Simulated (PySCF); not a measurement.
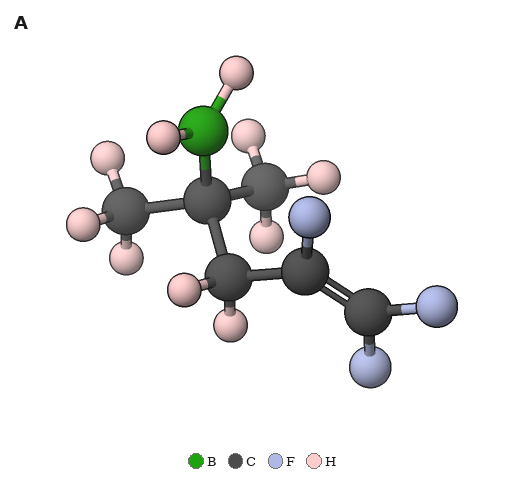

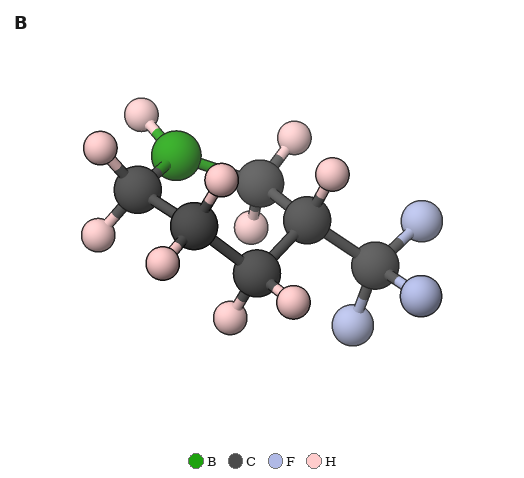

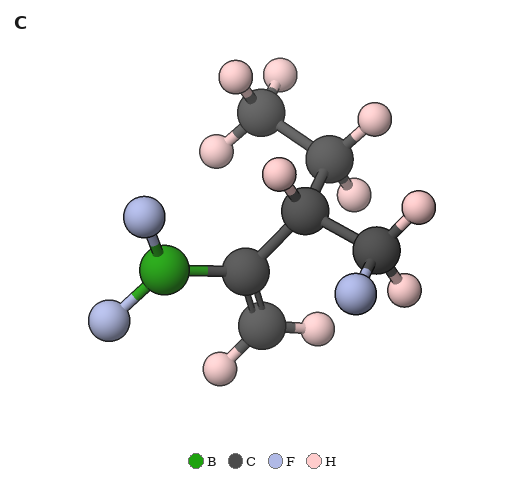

3 stationary structures of one formula. Geometries: GFN2-xTB. Electronic energies: PBE0/pcSseg-1 (PySCF 2.14.0), without zero-point energy. No frequency run is at hand to confirm each as a minimum. Each is one conformer, not always the lowest.

**How are they related?**

They are constitutional isomers of C6H10BF3: A `BC(C)(C)CC(F)=C(F)F`, B `FC(F)(F)[C@H]1CBCCC1`, C `C=C(B(F)F)[C@H](CC)CF`.

**Which is lowest in energy, and by how much?**

C is lowest; B lies 50.4 kcal/mol above it, A lies 110.7 kcal/mol above it.

The geometry is semi-empirical. Around B such bond lengths and angles can be off by a tenth of an ångström or more and by several degrees, and values that hang on the shape move with them.
